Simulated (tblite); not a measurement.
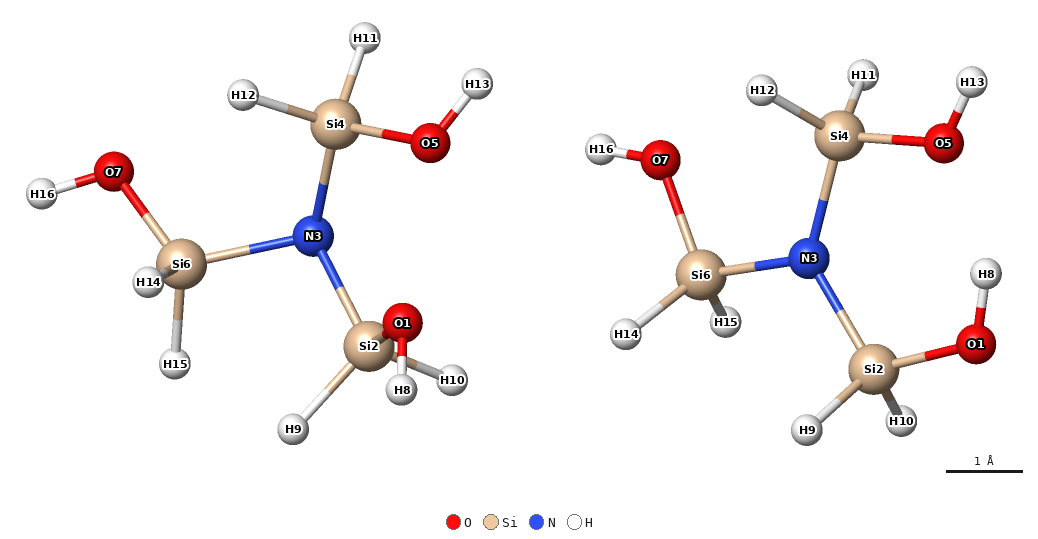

Two geometries of Si₃NH₉O₃, drawn at one scale. One is the start of a relaxation, the other its converged end. Style: ball-and-stick. Shown at a tilt.

The calculation used tblite, GFN2-xTB geometry optimisation, gas phase. 

Question: Which one is relaxed?

Answer: The right one is the relaxed one. Over 256 geometry steps the energy falls by 37.5 kcal/mol. The largest move after the best rigid fit is that of H8, 1.91 Å. By element the largest moves are H 1.91 Å, O 0.89 Å, N 0.82 Å, Si 0.50 Å. Near-neighbour distances that change, for instance: O1–Si2 1.695 → 1.612 Å, Si6–O7 1.703 → 1.625 Å, Si4–O5 1.724 → 1.647 Å, N3–Si6 1.783 → 1.724 Å. Among the angles between lasting bonds that change: Si2–N3–Si4 111.8° → 127.6°, Si2–N3–Si6 104.6° → 115.6°, Si6–O7–H16 108.9° → 119.3°. Groups turn about O1–Si2 by about 150°, Si4–O5 by about 45°. Cost: 3.5 s on 1 thread of Arm Neoverse N1, on a shared host.
